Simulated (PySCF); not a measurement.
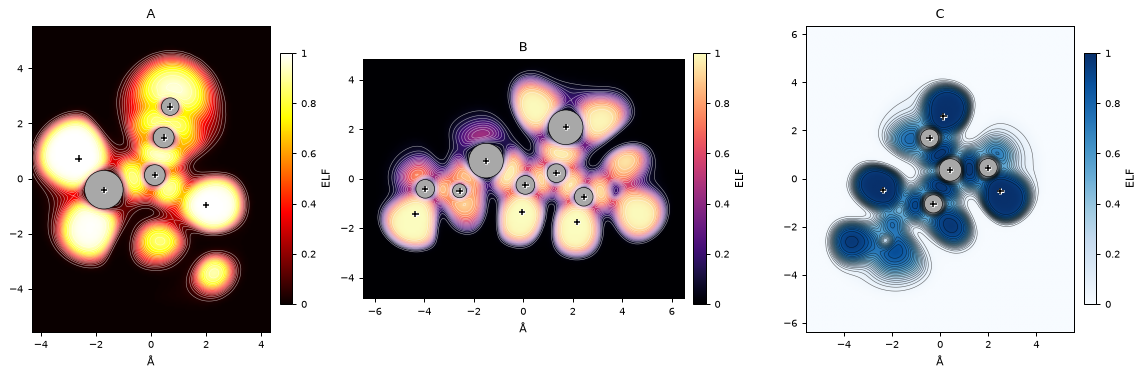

The ELF of 3 systems, each on a plane through atoms (crosses mark nuclei in the plane; grey discs cover the cores).

The calculation used PySCF, PBE0/pcSseg-1, SCF density, gas phase, non-relativistic.

System 1: C5H11ClOSi2 (SMILES C=C/C(=C/[SiH2]OC)[SiH2]Cl), the plane of atoms Si5, C4 and H13. Geometry: GFN2-xTB.

```xyz
20

C    -3.6659   -0.6271   -0.5649
C    -2.3922   -0.7015   -0.9334
C    -1.2832    0.0367   -0.3418
C    -0.0306   -0.3652   -0.6141
Si    1.5630    0.3364    0.0678
O     2.6153   -0.7317   -0.5559
C     3.9961   -0.7750   -0.3874
Si   -1.6443    1.5100    0.7879
Cl   -1.9221    0.8407    2.6699
H    -3.9999    0.0184    0.2298
H    -4.4237   -1.2298   -1.0368
H    -2.1150   -1.3953   -1.7201
H     0.0874   -1.2209   -1.2740
H     1.6301    0.3443    1.5353
H     1.8545    1.6958   -0.4132
H     4.3785   -1.6401   -0.9308
H     4.2570   -0.8713    0.6693
H     4.4642    0.1318   -0.7784
H    -2.8549    2.2175    0.3696
H    -0.5194    2.4372    0.8083
```

System 2: C6H14AlB, the plane of atoms C1, B2 and C3. Geometry: GFN2-xTB.

```yaml
atoms:
  - { symbol: C, position_ang: [-2.0591, 0.3757, 1.6712] }
  - { symbol: B, position_ang: [-1.2975, 0.0779, 0.3195] }
  - { symbol: C, position_ang: [-2.0962, -0.5063, -0.9123] }
  - { symbol: C, position_ang: [0.2599, 0.3099, 0.2273] }
  - { symbol: C, position_ang: [0.8589, 0.5804, -1.1700] }
  - { symbol: C, position_ang: [2.3862, 0.7985, -1.0768] }
  - { symbol: Al, position_ang: [2.7317, -0.6399, 0.2625] }
  - { symbol: C, position_ang: [0.8523, -1.0214, 0.8098] }
  - { symbol: H, position_ang: [-2.5925, -0.5038, 2.0303] }
  - { symbol: H, position_ang: [-1.4213, 0.7294, 2.4789] }
  - { symbol: H, position_ang: [-2.8237, 1.1348, 1.5052] }
  - { symbol: H, position_ang: [-3.0994, -0.8458, -0.6646] }
  - { symbol: H, position_ang: [-1.5750, -1.3332, -1.3918] }
  - { symbol: H, position_ang: [-2.1973, 0.2632, -1.6782] }
  - { symbol: H, position_ang: [0.6017, 1.1252, 0.8806] }
  - { symbol: H, position_ang: [0.3604, 1.4468, -1.6134] }
  - { symbol: H, position_ang: [0.6543, -0.2807, -1.8116] }
  - { symbol: H, position_ang: [2.5800, 1.8221, -0.7292] }
  - { symbol: H, position_ang: [2.8404, 0.7356, -2.0710] }
  - { symbol: H, position_ang: [4.0583, -1.2709, 0.7334] }
  - { symbol: H, position_ang: [0.3640, -1.8769, 0.3266] }
  - { symbol: H, position_ang: [0.6032, -1.1012, 1.8725] }
```

System 3: C5H9NOSi, the plane of atoms C4, Si8 and H17. Geometry: GFN2-xTB.

```xyz
17

C     2.4818   -0.7498   -0.1749
O     1.1017   -0.6230    0.0417
C     0.5537    0.5722   -0.4629
C    -0.9281    0.5380   -0.1788
C    -1.6966    1.4060   -0.9734
N    -2.3420    2.0895   -1.6342
C    -1.3301    0.4049    1.3043
Si   -1.6608   -1.1653    0.3339
H     2.7790   -1.7079    0.2471
H     2.7175   -0.7319   -1.2461
H     3.0378    0.0555    0.3208
H     1.0312    1.4433    0.0195
H     0.7351    0.6492   -1.5474
H    -2.1502    1.0411    1.6128
H    -0.4959    0.4586    1.9901
H    -0.8041   -2.3215    0.4366
H    -3.0370   -1.3467   -0.0990
```

Match each panel to its system.

Panel A is system 3, C5H9NOSi: the plane holds C, N, Si and H. C–N (1.15 Å): the ELF peaks at about 0.85 between the atoms; a short, multiple covalent bond. Panel B is system 1, C5H11ClOSi2: the plane holds C, Si, O and H. C–C (1.34 Å): the ELF peaks at about 0.95 between the atoms: a short, multiple covalent bond. Panel C is system 2, C6H14AlB: the plane holds C, B and H. C–B (1.58 Å): the ELF peaks at about 1 between the atoms, as expected for localised, covalent bonding.
